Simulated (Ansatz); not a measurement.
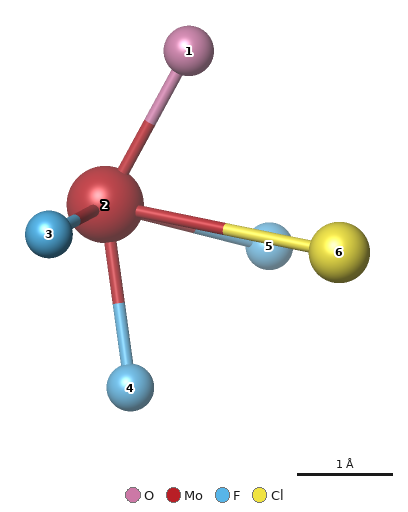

This is the input geometry for a relaxation of MoOClF$_{3}$ (coarse preliminary run). A ball-and-stick model, seen at a tilt.

The start comes from a force field.

These are results of Ansatz, RKS PBE-D4/def2-SVP, not measurements.

Input
```yaml
crystal:
  periodic: [false, false, false]
  atoms:
    - {symbol: O, position_ang: [-0.999300, 0.692400, -1.432600]}
    - {symbol: Mo, position_ang: [-0.186000, -0.751100, -0.540300]}
    - {symbol: F, position_ang: [-1.522900, -0.889800, 0.822500]}
    - {symbol: F, position_ang: [0.988600, -1.148300, 0.958900]}
    - {symbol: F, position_ang: [1.509800, 0.376400, -0.730300]}
    - {symbol: Cl, position_ang: [0.252000, 1.656400, 0.875700]}
basis:
  gaussian: {orbitals: def2-SVP}
hamiltonian: {xc: pbe, dispersion: d4}
relax: {f_tol: 0.03, max_steps: 200}
```

### Predict the outcome.

The atom that moves furthest after the best rigid fit is F4 (1.15 Å). By element the largest moves are F 1.15 Å, Mo 0.85 Å, O 0.67 Å, Cl 0.55 Å. Among the contacts that change: Mo2–Cl6 2.827 → 2.291 Å, O1–Mo2 1.882 → 1.665 Å, Mo2–F5 2.045 → 1.857 Å, Mo2–F4 1.946 → 1.857 Å. Among the angles between lasting bonds that change: F4–Mo2–Cl6 72.2° → 146.7°, O1–Mo2–Cl6 69.6° → 105.6°, O1–Mo2–F4 141.5° → 107.6°. The energy falls by 149.2 kcal/mol in 10 geometry steps. Largest force component: 11 eV/Å at the start, 0.021 eV/Å at the end.

The structure at the end:

```xyz
6

O    -0.8300    0.0475   -1.5142
Mo   -0.0093   -0.0632   -0.0699
F    -1.3211   -0.6372    1.1132
F     0.6438   -1.7955    0.0745
F     1.7320    0.3759   -0.5441
Cl   -0.1733    2.0085    0.8944
```

After the run, drawn alike:

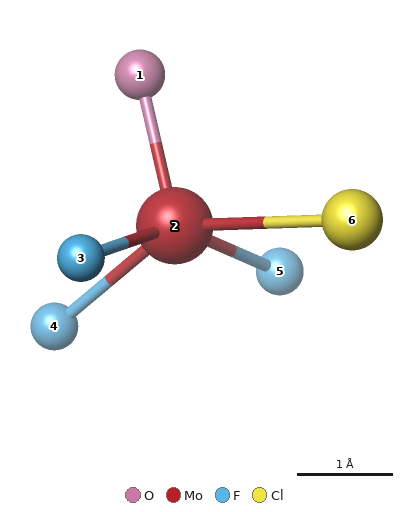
